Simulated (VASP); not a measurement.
# Adsorption sites of N on Ta(100)

Which site of Ta(100) does N prefer, and what does it do to the work function?

Method: PBE; plane waves and PAW (Ta), in the first sound run; inputs show where later runs differ, in VASP 6.6.1.

### Step 1. Starting point

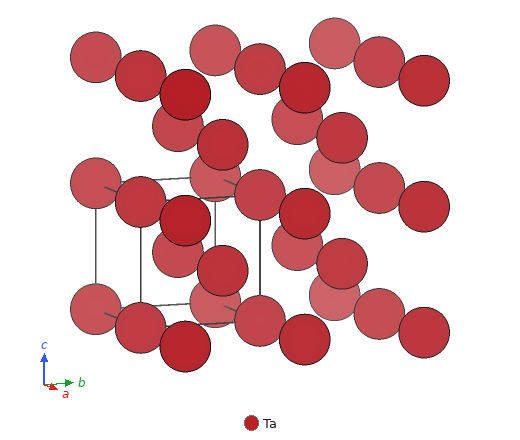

Start, viewed slightly off an axis; tantalum red. 2×2×2 cells are drawn. This picture shows the conventional cell, with its axes. Some periodic images of atoms are drawn too.

Coordinates:

```cif
data_structure
_symmetry_space_group_name_H-M 'P 1'
_symmetry_Int_Tables_number 1
_cell_length_a 2.8665
_cell_length_b 2.8665
_cell_length_c 2.8665
_cell_angle_alpha 109.471
_cell_angle_beta 109.471
_cell_angle_gamma 109.471
_cell_volume 18.13
loop_
_atom_site_label
_atom_site_type_symbol
_atom_site_fract_x
_atom_site_fract_y
_atom_site_fract_z
_atom_site_occupancy
Ta1 Ta 0.00000 0.00000 0.00000 1
```

### Step 2. The bulk reference, job relaxation, k-mesh 16×16×16

The bulk crystal is relaxed first, so that the slabs are cut at this functional's lattice.

INCAR reads:

```
SYSTEM = Ta
PREC = Accurate
ENCUT = 570
EDIFF = 1E-06
NELM = 120
ISMEAR = 1
SIGMA = 0.15
LREAL = .FALSE.
ALGO = Normal
GGA = PE
NBANDS = 8
LASPH = .TRUE.
LORBIT = 11
LWAVE = .FALSE.
LCHARG = .FALSE.
KPAR = 4
IBRION = 2
NSW = 30
ISIF = 3
EDIFFG = -0.01
POTIM = 0.4
```

POSCAR reads:

```
Ta
1.0
   -1.6550000000      1.6550000000      1.6550000000
    1.6550000000     -1.6550000000      1.6550000000
    1.6550000000      1.6550000000     -1.6550000000
Ta
1
Direct
    0.0000000000      0.0000000000      0.0000000000
```

KPOINTS reads:

```
Automatic mesh
0
Gamma
16 16 16
0 0 0
```

PAW data sets: Ta (PBE family, release 64).

Launch:

```sh
mpirun -np 4 vasp_std
```

Output:

```text
[banner, memory and clock lines left out]
running    4 mpi-ranks, on    1 nodes
 distrk:  each k-point on    1 cores,    4 groups
 distr:  one band on    1 cores,    1 groups

 POSCAR found type information on POSCAR Ta
 POSCAR found :  1 types and       1 ions
 LDA part: xc-table for (Slater+PW92), standard interpolation
 POSCAR, INCAR and KPOINTS ok, starting setup
 FFT: planning ... GRIDC
 FFT: planning ... GRID_SOFT
 FFT: planning ... GRID
 WAVECAR not read
 entering main loop
       N       E                     dE             d eps       ncg     rms          rms(c)
DAV:   1    -0.106785779892E+01   -0.10679E+01   -0.20733E+03  2368   0.492E+02
DAV:   2    -0.122965371847E+02   -0.11229E+02   -0.10848E+02  3480   0.680E+01
DAV:   3    -0.123555886863E+02   -0.59052E-01   -0.59028E-01  2584   0.633E+00
DAV:   4    -0.123556310261E+02   -0.42340E-04   -0.42340E-04  3560   0.138E-01
DAV:   5    -0.123556310483E+02   -0.22127E-07   -0.22031E-07  2744   0.198E-03    0.132E+01
DAV:   6    -0.120161984546E+02    0.33943E+00   -0.20926E-01  3080   0.261E+00    0.657E+00
DAV:   7    -0.118604417767E+02    0.15576E+00   -0.30660E-01  2984   0.305E+00    0.465E-01
DAV:   8    -0.118597757376E+02    0.66604E-03   -0.10736E-03  3120   0.271E-01    0.112E-01
DAV:   9    -0.118595487716E+02    0.22697E-03   -0.34786E-04  3120   0.968E-02    0.262E-02
DAV:  10    -0.118595446975E+02    0.40742E-05   -0.15263E-05  3232   0.246E-02    0.177E-02
DAV:  11    -0.118595434497E+02    0.12478E-05   -0.64842E-07  2192   0.509E-03    0.390E-04
DAV:  12    -0.118595433963E+02    0.53333E-07   -0.80035E-09  1776   0.617E-04
   1 F= -.11859543E+02 E0= -.11859136E+02  d E =-.118595E+02
 curvature:   0.00 expect dE= 0.000E+00 dE for cont linesearch  0.000E+00
 trial: gam= 0.00000 g(F)=  0.467E-65 g(S)=  0.267E-06 ort = 0.000E+00 (trialstep = 0.100E+01)
 search vector abs. value=  0.267E-06
 reached required accuracy - stopping structural energy minimisation
```

Run time: 9.8 s. Hardware: 4 MPI ranks of AMD EPYC 7R43, shared host; peak memory 0.51 GiB; 35 s of CPU time.

The logs omit lines about the potential files and the build; timing stands in the text.

OUTCAR, selected parts (step 2):

```text
ion  position               nearest neighbor table
   1  0.000  0.000  0.000-

  LATTYP: Found a body centered cubic cell.
 ALAT       =     3.3100000000

 Subroutine GETGRP returns: Found 48 space group operations
 (whereof 48 operations were pure point group operations)

The static configuration has the point symmetry O_h .

 Found    145 irreducible k-points:

   k-points           NKPTS =    145   k-points in BZ     NKDIM =    145   number of bands    NBANDS=      8

   dimension x,y,z NGX =    24 NGY =   24 NGZ =   24
   dimension x,y,z NGXF=    48 NGYF=   48 NGZF=   48

   ENCUT  =  570.0 eV  41.89 Ry    6.47 a.u.   5.58  5.58  5.58*2*pi/ulx,y,z

   NELECT =       5.0000    total number of electrons

 k-points in reciprocal lattice and weights: Automatic mesh
   0.00000000  0.00000000  0.00000000       0.000
   0.06250000  0.00000000  0.00000000       0.003
   0.12500000  0.00000000  0.00000000       0.003
   0.18750000  0.00000000  0.00000000       0.003
   0.25000000  0.00000000  0.00000000       0.003
   0.31250000  0.00000000  0.00000000       0.003
   0.37500000  0.00000000  0.00000000       0.003
   0.43750000  0.00000000  0.00000000       0.003
   0.50000000  0.00000000  0.00000000       0.001
[...]
0.50000000  0.50000000  0.43750000       0.003
   0.50000000  0.50000000  0.50000000       0.000

 average (electrostatic) potential at core
       1 -35.0410

 E-fermi :   5.6775

 k-point     1 :       0.0000    0.0000    0.0000
  band No.  band energies     occupation
      1      -2.1787      2.00000
      2       6.4299     -0.00000
      3       6.4299     -0.00000
      4       6.4299     -0.00000
      5       9.6752      0.00000
      6       9.6752      0.00000
    ...

 k-point     2 :       0.0625    0.0000    0.0000
  band No.  band energies     occupation
      1      -2.0091      2.00000
      2       6.3172     -0.00000
      3       6.3971     -0.00000
      4       6.5991     -0.00000
      5       9.4930      0.00000
      6       9.6755      0.00000
    ...

 k-point     3 :       0.1250    0.0000    0.0000
  band No.  band energies     occupation
      1      -1.5205      2.00000
      2       6.0134     -0.00685
      3       6.2519     -0.00000
      4       7.1004     -0.00000
      5       9.1478      0.00000
      6       9.6883      0.00000
    ...

  Total       -0.0015178     -0.0015178     -0.0015178      0.0000000      0.0000000     -0.0000000
  in kB       -0.1341091     -0.1341091     -0.1341091      0.0000000      0.0000000     -0.0000000
  external PRESSURE =      -0.1341091 kB  Pullay stress =       0.0000000 kB

  energy-cutoff  :      570.00
  volume of cell :       18.13
      direct lattice vectors                 reciprocal lattice vectors
    -1.655000000  1.655000000  1.655000000     0.000000000  0.302114804  0.302114804
     1.655000000 -1.655000000  1.655000000     0.302114804  0.000000000  0.302114804
     1.655000000  1.655000000 -1.655000000     0.302114804  0.302114804  0.000000000

 POSITION                                       TOTAL-FORCE (eV/Angst)
 -----------------------------------------------------------------------------------
      0.00000      0.00000      0.00000         0.000000      0.000000      0.000000
 -----------------------------------------------------------------------------------
    total drift:                               -0.000000      0.000000      0.000000

  FREE ENERGIE OF THE ION-ELECTRON SYSTEM (eV)
  ---------------------------------------------------
  free  energy   TOTEN  =       -11.8595433963 eV

  energy  without entropy=      -11.8583204043  energy(sigma->0) =      -11.85913573

 reached required accuracy - stopping structural energy minimisation

 total charge
# of ion       s       p       d       tot
------------------------------------------
    1        0.710   0.708   3.324   4.742

[... 3 further parts left out ...]
```

This run has no spin polarisation. Its electron count is odd, so without a moment it is a metal by construction. The data set Ta keeps the semicore shell frozen, which is cheaper and a little less accurate. The run keeps the 48 symmetry operations of its start, so it cannot find a distortion of lower symmetry.

Little changed from the start: no atom moved by 0.005 Å and no cell edge by 0.1 %.

Numbers from this step:

| Item | Value |
| --- | --- |
| electronic cycles | 12 |
| electrons | 5 |
| free energy (TOTEN) | -11.86 eV |
| energy at zero smearing | -11.86 eV |
| Fermi energy | 5.678 eV |
| metallic | yes |

The start already met the threshold, so nothing moved.

Energy at zero smearing: -11.85914 eV.

### Step 3. The bulk reference, job self-consistent run, k-mesh 20×20×20

INCAR reads:

```
SYSTEM = Ta
PREC = Normal
ENCUT = 440
EDIFF = 1E-06
NELM = 120
ISMEAR = 1
SIGMA = 0.15
LREAL = .FALSE.
ALGO = Fast
GGA = PE
NBANDS = 8
LASPH = .TRUE.
LORBIT = 11
LWAVE = .FALSE.
LCHARG = .FALSE.
KPAR = 4
```

POSCAR is that of step 2.

KPOINTS reads:

```
Automatic mesh
0
Gamma
20 20 20
0 0 0
```

Launch:

```sh
mpirun -np 4 vasp_std
```

Output:

```text
[... set-up lines as in an earlier step ...]
 entering main loop
       N       E                     dE             d eps       ncg     rms          rms(c)
DAV:   1    -0.381394175661E+01   -0.38139E+01   -0.17335E+03  4184   0.390E+02
DAV:   2    -0.123115779882E+02   -0.84976E+01   -0.81085E+01  6040   0.577E+01
DAV:   3    -0.123530761984E+02   -0.41498E-01   -0.41113E-01  4592   0.530E+00
DAV:   4    -0.123531022317E+02   -0.26033E-04   -0.26033E-04  6456   0.106E-01
[...]
RMM:  11    -0.118631900586E+02    0.28425E-05   -0.10116E-04  5004   0.585E-02    0.155E-02
RMM:  12    -0.118631930319E+02   -0.29733E-05   -0.27727E-05  5078   0.201E-02    0.229E-02
RMM:  13    -0.118631933913E+02   -0.35939E-06   -0.43190E-06  4322   0.918E-03
   1 F= -.11863193E+02 E0= -.11863301E+02  d E =0.323198E-03
```

Run time: 6.8 s. Hardware: 4 MPI ranks; peak memory 0.39 GiB.

Parts of OUTCAR (step 3):

```text
  Total       -0.0182240     -0.0182240     -0.0182240      0.0000000     -0.0000000     -0.0000000
  in kB       -1.6102794     -1.6102794     -1.6102794      0.0000000     -0.0000000     -0.0000000
  external PRESSURE =      -1.6102794 kB  Pullay stress =       0.0000000 kB

 POSITION                                       TOTAL-FORCE (eV/Angst)
 -----------------------------------------------------------------------------------
      0.00000      0.00000      0.00000        -0.000000      0.000000      0.000000
 -----------------------------------------------------------------------------------
    total drift:                                0.000000      0.000000      0.000000

  FREE ENERGIE OF THE ION-ELECTRON SYSTEM (eV)
  ---------------------------------------------------
  free  energy   TOTEN  =       -11.8631933913 eV

  energy  without entropy=      -11.8635165896  energy(sigma->0) =      -11.86330112

[... 3 further parts left out ...]
[key lines of the parts left out:]
E-fermi :   5.6752
```

Numbers from this step:

| Item | Value |
| --- | --- |
| electronic cycles | 13 |
| Fermi energy | 5.675 eV |

Energy at zero smearing: -11.86330 eV.

The run ends at a pressure of -0.16 GPa.

(Part 1 of 6 ends here.)

[Lines on the potential files, build, host, timing and source positions are cut from VASP's logs without a mark.]

[Logs are printed without paths, hosts, clocks, repeated set-up lines and the standing remarks that a program may print on its own settings, such as how far it seeks lower states.]

[Hosts, paths, dates, database ids (printed as entryN), source tags and the programs' standing remarks are cut or masked in the printed files.]

[Runs that stopped without an error message from VASP are left out.]
